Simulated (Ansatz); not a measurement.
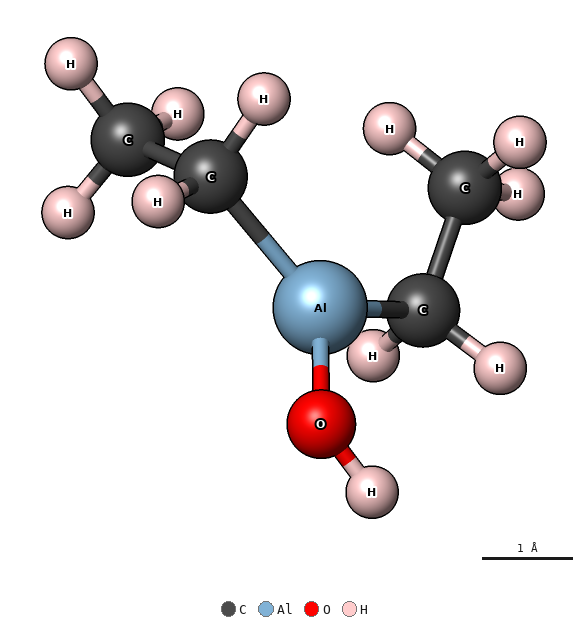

**Figure 1.** The structure (ball-and-stick view, seen at a tilt). Sticks mark near contacts.

# C₄H₁₁AlO: single-point calculation

- system: C₄H₁₁AlO
- method: RKS SPW92 (LDA)/def2-TZVPP (Ansatz 0.2.0)

The geometry comes from this level: PBE0-D4/def2-TZVP.

### What the program printed
```
Functional definition: SPW92
  name "SPW92"
  cite "Dirac, Proc. Camb. Phil. Soc. 26, 376 (1930) doi:10.1017/S0305004100016108"
  cite "Slater, Phys. Rev. 81, 385 (1951) doi:10.1103/PhysRev.81.385"
  cite "Perdew & Wang, Phys. Rev. B 45, 13244 (1992) doi:10.1103/PhysRevB.45.13244"
  exchange = slater_x
  correlation = pw_c
1789 factors; their error is unknown
mean field evaluation 1: about -12858.0421 eV, gradient 1.2e2 eV
mean field evaluation 2: about -12770.0056 eV, gradient 2.2e2 eV
mean field evaluation 4: about -12889.8134 eV, gradient 2.9e1 eV
mean field evaluation 8: about -12891.4136 eV, gradient 3.7e-1 eV
mean field evaluation 16: about -12891.3762 eV, gradient 8.4e-4 eV
mean field -12891.37621515 eV, -473.7493378182 hartree, gradient 3.4e-5 eV, S^2 0.000000; 0 other end points of the search recorded, 0 dependent functions left out
reference -12891.37626787 eV, -473.7493397554 hartree; 28, 28 occupied and 323, 323 virtual orbitals, 1789 factors
Total energy: -12891.37626787 eV, -473.7493397554 hartree
```

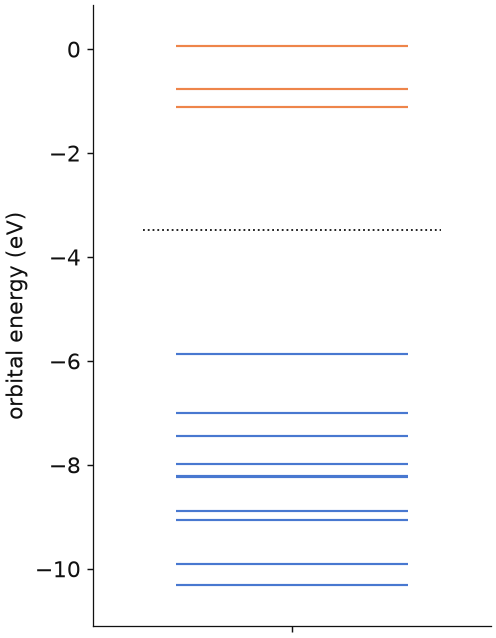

**Figure 2.** Orbital energies near the frontier; the dotted line parts filled from empty levels, and levels within 0.02 eV of each other stand side by side. Highest filled −5.86 eV, lowest empty −1.10 eV, 4.76 eV apart.

This output came from the following input.

### Input
```yaml
crystal:
  periodic: [false, false, false]
  atoms:
    - {symbol: C, position_ang: [-1.367473, 1.709975, -0.306574]}
    - {symbol: C, position_ang: [-0.722862, 0.806799, -1.360820]}
    - {symbol: Al, position_ang: [0.873661, -0.168494, -0.761106]}
    - {symbol: O, position_ang: [2.107583, -0.567288, -1.869286]}
    - {symbol: C, position_ang: [1.150304, -0.760079, 1.083589]}
    - {symbol: C, position_ang: [-0.021028, -1.537129, 1.692402]}
    - {symbol: H, position_ang: [-0.690488, 2.507758, 0.012394]}
    - {symbol: H, position_ang: [-2.278124, 2.192448, -0.674760]}
    - {symbol: H, position_ang: [-1.641627, 1.152200, 0.593071]}
    - {symbol: H, position_ang: [-0.475811, 1.388752, -2.256883]}
    - {symbol: H, position_ang: [-1.455706, 0.063176, -1.703844]}
    - {symbol: H, position_ang: [2.082155, -0.316930, -2.791019]}
    - {symbol: H, position_ang: [2.065665, -1.360169, 1.122213]}
    - {symbol: H, position_ang: [1.356374, 0.125115, 1.700115]}
    - {symbol: H, position_ang: [0.162438, -1.807586, 2.736797]}
    - {symbol: H, position_ang: [-0.950153, -0.960180, 1.671387]}
    - {symbol: H, position_ang: [-0.214009, -2.468871, 1.152620]}
basis:
  gaussian: {orbitals: def2-TZVPP}
hamiltonian: {xc: lda}
output: {orbitals: {seedname: orbitals}}
```

Launch command:
```bash
ansatz run in.yaml --threads 4 --pin off --events-out ev --progress --plain --max-ram 11315MiB
```

### Summary

| quantity | value |
| --- | --- |
| outcome | converged |
| total energy | −12891.3763 eV |
| SCF solution under orbital rotations | stable |
| HOMO | −5.86 eV |
| LUMO | −1.10 eV |
| hardware | 4 threads of Intel Xeon @ 2.50GHz, 180 GiB of memory available, shared host |
| wall time | 5.5 s (CPU time 15 s) |
| peak memory | 0.56 GiB |
